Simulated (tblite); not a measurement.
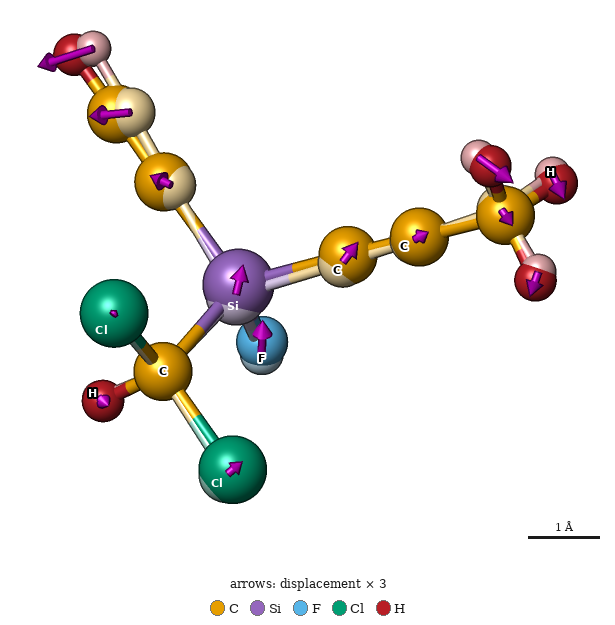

A relaxation of C₆H₅Cl₂FSi. The starting structure is drawn faded, the final one solid; purple arrows show the displacements, magnified 3 times. The two geometries are superimposed by the best rigid fit.

The picture is a ball-and-stick view, seen at a tilt.

The calculation used GFN2-xTB geometry optimisation, gas phase in tblite. 

### Which element moves most?

Hydrogen: up to 0.33 Å, against 0.24 Å for carbon.

### What happened in the run?

After 65 geometry steps the energy has fallen by 34.0 kJ/mol. An H atom moves most after the best rigid fit: 0.33 Å. By element the largest moves are H 0.33 Å, C 0.24 Å, F 0.19 Å, Si 0.15 Å, Cl 0.09 Å. Among the contacts that change: F–Si 1.712 → 1.614 Å, C–Si 1.841 → 1.927 Å, C–H 1.139 → 1.090 Å, C–C 1.482 → 1.440 Å. Bond angles that change, for instance: C–Si–C 107.6° → 115.0°, Si–C–H 107.9° → 113.5°, F–Si–C 109.2° → 104.5°.
